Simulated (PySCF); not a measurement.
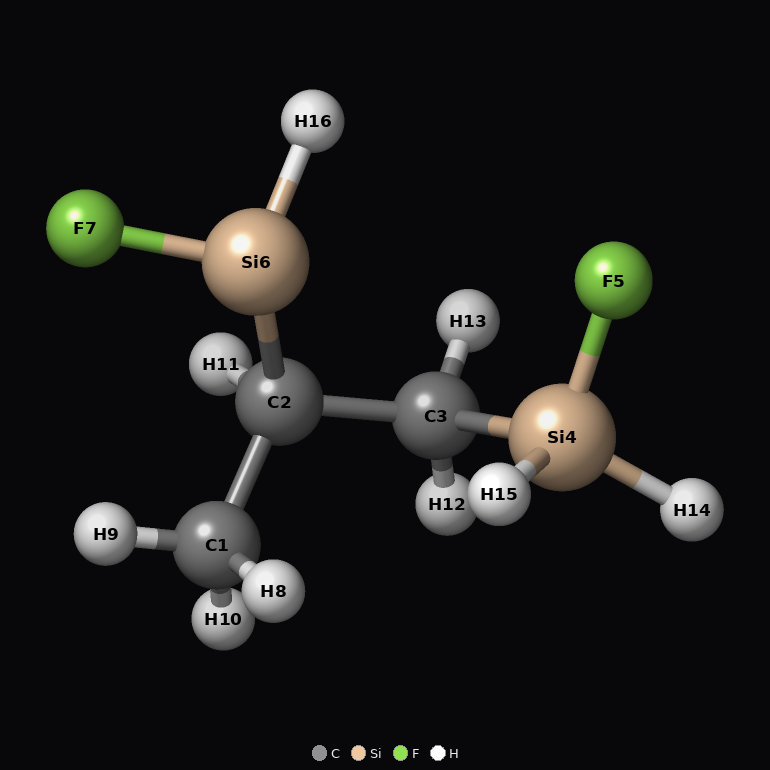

State: neutral, doublet. The computed structure is the end point of a GFN2-xTB optimisation. No frequency run is at hand to confirm it as a minimum. Level of theory: UKS B3LYP, pcH-1 on C F H Si, non-relativistic (PySCF 2.14.0).

Give the isotropic hyperfine couplings (Fermi-contact term alone) of C1, C2, C3, Si4, F5, Si6, F7, H8, H9, H10, H11, H12, H13, H14, H15, H16.

| atom | isotope | a_iso (MHz) |
| --- | --- | --- |
| C1 | 13C | 2.9 |
| C2 | 13C | 48.2 |
| C3 | 13C | −3.6 |
| Si4 | 29Si | 0.4 |
| F5 | 19F | 19.8 |
| Si6 | 29Si | −571.5 |
| F7 | 19F | 109.6 |
| H8 | 1H | 0.5 |
| H9 | 1H | −0.1 |
| H10 | 1H | −0.9 |
| H11 | 1H | 42.2 |
| H12 | 1H | 3.1 |
| H13 | 1H | 0.2 |
| H14 | 1H | 3.0 |
| H15 | 1H | 13.7 |
| H16 | 1H | 123.4 |

The geometry is semi-empirical. Around Si such bond lengths and angles can be off by a tenth of an ångström or more and by several degrees, and values that hang on the shape move with them.
